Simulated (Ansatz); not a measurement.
```csv
atom,x (Å),y (Å),z (Å)
B,0.0461,0.2839,-0.0029
H,-0.0393,0.3626,1.1896
H,1.1033,0.4600,-0.5453
H,-0.9587,0.0684,-0.6366
S,0.3108,-2.6674,0.8402
H,-0.8983,-2.8576,0.2651
H,-0.0999,-1.4870,1.4332
```

Not at a stationary point (largest force 0.7 eV/Å).

All numbers below come from RKS r2SCAN/cc-pVDZ (Ansatz).

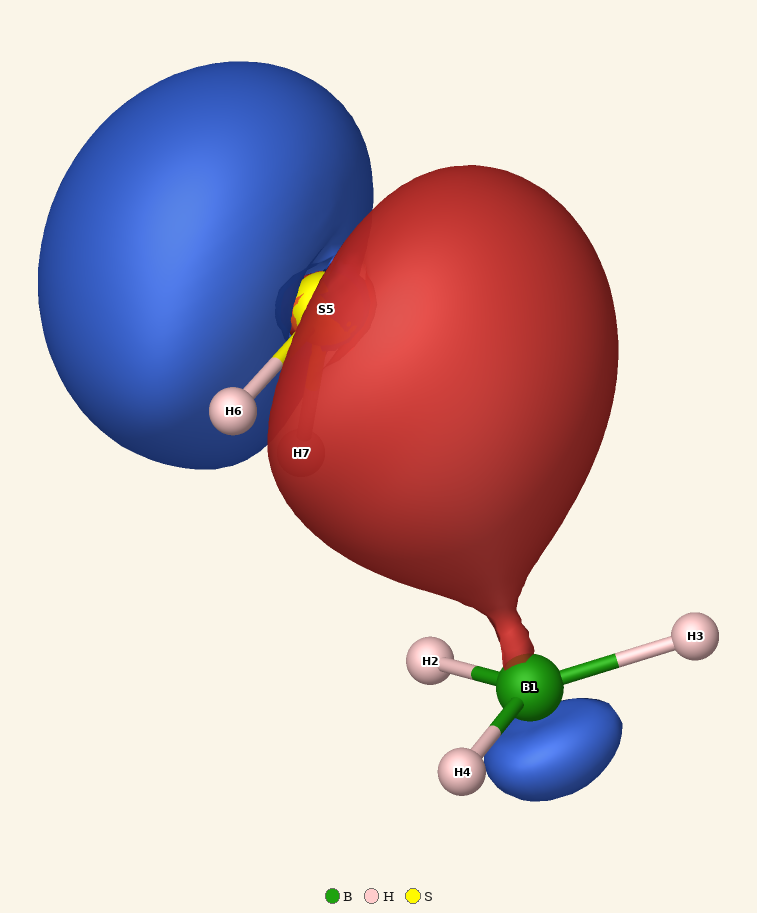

BH3···H2S. The HOMO at ±0.08 Å⁻³ᐟ² (blue and red are the two phases), seen at an oblique angle.

### Describe this orbital and give its energy.

Its weight (Hirshfeld) is mainly on S5 (about 85 %); largely a lone pair of S5. Its energy is −6.82 eV.
